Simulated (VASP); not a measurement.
Band structure of Ru (hcp). All values below come from r2SCAN meta-GGA, VASP's PBE PAW potentials (set 64) (plane waves; VASP).

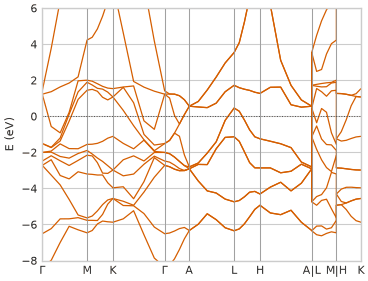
Figure: Bands along high-symmetry lines, zero at the valence-band maximum or, without a gap, the Fermi level

Problem. Read the plot: is there a gap, and where are the band edges?

Solution. It has no gap at this level: it comes out as a metal or semimetal.

The compound is Ru in the hcp structure. It was relaxed first.
